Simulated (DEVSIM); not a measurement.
System: Ni/SiO2/p-Si capacitor, at 300 K.

| layer (left to right) | material | thickness (nm) | Na (cm⁻³) |
|---|---|---|---|
| 1 | SiO2 | 3.70 | - |
| 2 | Si | 1600 | 1.3e17 |

Metal gate on the left, work function 5.1 eV. Fixed charge at the semiconductor interface 0 cm⁻² (in units of +e); no interface traps.

This is a model device: material constants are rounded textbook-type values typed into the input, and sizes, dopings and lifetimes were drawn at random. Values at 300 K.

```csv
parameter,SiO2,Si
gap (eV),9,1.124
affinity (eV),0.9,4.05
permittivity,3.9,11.7
Nc (cm⁻³),-,2.86e19
Nv (cm⁻³),-,3.1e19
```

Simulated with DEVSIM: 1D Poisson equation in equilibrium, Boltzmann statistics, complete ionisation; no quantum confinement or tunnelling. Metal contacts follow the ideal Schottky-Mott rule: no Fermi-level pinning, no interface dipoles.

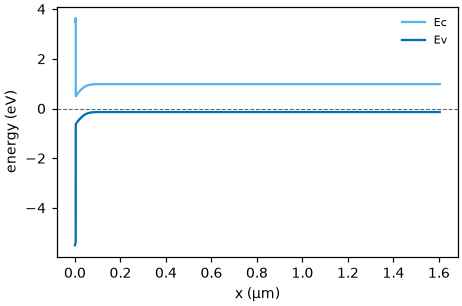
Figure: Band edges at 0.7 V on the gate

Energies count from the Fermi level of the right contact; mesh points crowd at the junctions.

| x (μm) | Ec (eV) | Ev (eV) | n (cm⁻³) | p (cm⁻³) | field (V/cm) |
|---|---|---|---|---|---|
| 0.000 | 3.500 | -5.500 | < 1e2 | < 1e2 | 410000 |
| 0.0008991 | 3.537 | -5.463 | < 1e2 | < 1e2 | 410000 |
| 0.002033 | 3.583 | -5.417 | < 1e2 | < 1e2 | 410000 |
| 0.003096 | 3.626 | -5.374 | < 1e2 | < 1e2 | 410000 |
| 0.004342 | 0.509 | -0.615 | 8.2e10 | 1.4e9 | 130000 |
| 0.006089 | 0.532 | -0.592 | 3.3e10 | 3.5e9 | 130000 |
| 0.009525 | 0.575 | -0.549 | 6.1e9 | 1.9e10 | 120000 |
| 0.01997 | 0.694 | -0.430 | 6.3e7 | 1.8e12 | 100000 |
| 0.03684 | 0.839 | -0.285 | 230000 | 5.0e14 | 69000 |
| 0.07004 | 0.966 | -0.158 | 1700 | 6.8e16 | 13000 |
| 0.1354 | 0.982 | -0.142 | 900 | 1.3e17 | 54 |
| 0.3339 | 0.982 | -0.142 | 890 | 1.3e17 | ≈ 0 |
| 0.6546 | 0.982 | -0.142 | 890 | 1.3e17 | ≈ 0 |
| 1.089 | 0.982 | -0.142 | 890 | 1.3e17 | ≈ 0 |
| 1.398 | 0.982 | -0.142 | 890 | 1.3e17 | ≈ 0 |
| 1.500 | 0.982 | -0.142 | 890 | 1.3e17 | ≈ 0 |
| 1.552 | 0.982 | -0.142 | 890 | 1.3e17 | ≈ 0 |
| 1.578 | 0.982 | -0.142 | 890 | 1.3e17 | ≈ 0 |
| 1.594 | 0.982 | -0.142 | 890 | 1.3e17 | ≈ 0 |
| 1.599 | 0.982 | -0.142 | 890 | 1.3e17 | ≈ 0 |
| 1.602 | 0.982 | -0.142 | 890 | 1.3e17 | ≈ 0 |
| 1.604 | 0.982 | -0.142 | 890 | 1.3e17 | ≈ 0 |
